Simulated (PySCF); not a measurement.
# Si2H5ClO (SMILES O[SiH]([SiH3])Cl) at BHLYP/cc-pVDZ

Aim: the energy change on altering one bond length of Si2H5ClO at BHLYP/cc-pVDZ, from 2 runs. 

The calculation is run with PySCF 2.14.0.

2 further runs of the same task are left out: 2 set aside as unsound or not needed.

**1. The system as given**

Si2H5ClO: 9 atoms, total charge 0, spin state singlet. As SMILES, `O[SiH]([SiH3])Cl`. The coordinates come from a PBE0-D4/def2-TZVP relaxation. This is one conformer, not always the lowest.

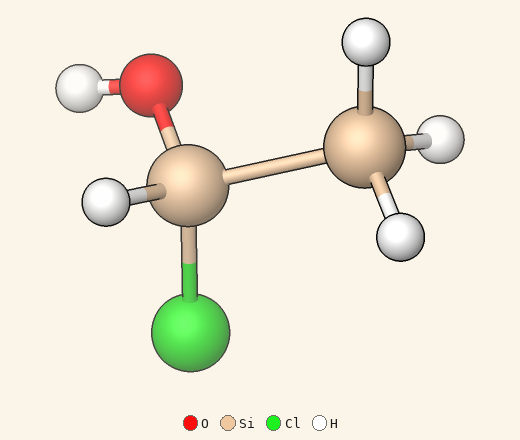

The structure, seen from a chosen angle (oxygen red, silicon light orange, chlorine green, hydrogen white).

**2. A single-point energy at BHLYP/cc-pVDZ**

calc.py reads:

```python
# O[SiH]([SiH3])Cl
from pyscf import gto, dft

molecule = gto.Mole()
molecule.atom = '''
O    0.516900   0.942100  -1.606400
Si  -0.265600   0.799800  -0.173200
Si   0.351900  -1.250200   0.759300
Cl  -2.313400   0.805800  -0.459000
H    0.374000   1.735000  -2.126800
H   -0.002900   1.975800   0.697100
H    1.819900  -1.291800   0.992500
H   -0.039700  -2.350400  -0.158700
H   -0.352700  -1.412300   2.058200
'''
molecule.basis = 'cc-pvdz'
molecule.verbose = 3
molecule.max_memory = 1860
molecule.build()

ks = dft.RKS(molecule, xc='bhandhlyp')
ks.grids.level = 5
ks.conv_tol = 1e-10
ks.kernel()
if not ks.converged:
    ks = ks.newton().run(ks.mo_coeff, ks.mo_occ)

e_tot = ks.e_tot
print('E = %.10f Eh' % e_tot)
```

Started as:

```sh
$ OMP_NUM_THREADS=1 python calc.py
```

The log of the run:

```text
converged SCF energy = -1117.46092066859
E = -1117.4609206686 Eh
```

It took 14 s on 1 thread of Intel Xeon 6975P-C (Granite Rapids), shared host; peak memory 0.48 GiB.

**3. The distorted shape, same level**

input.py reads:

```python
from pyscf import gto, dft

molecule = gto.Mole()
molecule.atom = '''
O        0.728263       0.990726      -1.996039
Si      -0.054237       0.848426      -0.562839
Si       0.563263      -1.201574       0.369661
Cl      -2.102037       0.854426      -0.848639
H        0.585363       1.783626      -2.516439
H        0.208463       2.024426       0.307461
H        2.031263      -1.243174       0.602861
H        0.171663      -2.301774      -0.548339
H       -0.352700      -1.412300       2.058200
'''
molecule.verbose = 3
molecule.max_memory = 1860
molecule.basis = 'cc-pvdz'
molecule.build()

calc0 = dft.RKS(molecule)
calc0.xc = 'bhandhlyp'
calc0.grids.level = 5
calc0.conv_tol = 1e-10
calc0.kernel()
if not calc0.converged:
    calc0 = calc0.newton().run(calc0.mo_coeff, calc0.mo_occ)

etot = calc0.e_tot
print('E = %.10f Eh' % etot)
```

Started as:

```sh
$ OMP_NUM_THREADS=1 python input.py
```

The log of the run:

```text
converged SCF energy = -1117.42270518717
E = -1117.4227051872 Eh
```

It took 15 s on 1 thread of Intel Xeon 6975P-C (Granite Rapids), shared host; peak memory 0.49 GiB.

**4. What came out**

Level: BHLYP/cc-pVDZ.

| quantity | value |
| --- | --- |
| first shape: total energy | -1117.46092 Eh |
| first shape: dipole moment | 1.48 D |
| first shape: HOMO energy | -9.18 eV |
| first shape: LUMO energy | 0.99 eV |
| first shape: HOMO–LUMO gap | 10.16 eV |
| distorted shape: total energy | -1117.42271 Eh |
| distorted shape: dipole moment | 1.92 D |
| distorted shape: HOMO energy | -9.22 eV |
| distorted shape: LUMO energy | 0.17 eV |
| distorted shape: HOMO–LUMO gap | 9.38 eV |
| energy change with the Si3–H9 bond stretched from 1.487 to 1.933 Å | 1.040 eV |

In words: With the Si3–H9 bond stretched from 1.487 to 1.933 Å the energy rises by 1.04 eV (100 kJ/mol). The first shape isn't relaxed at this level, so the change isn't measured from a minimum. Mulliken charges (first shape) run from -0.39 on O1 to +0.57 on Si2. Mulliken charges (distorted shape) run from -0.39 on O1 to +0.58 on Si2.
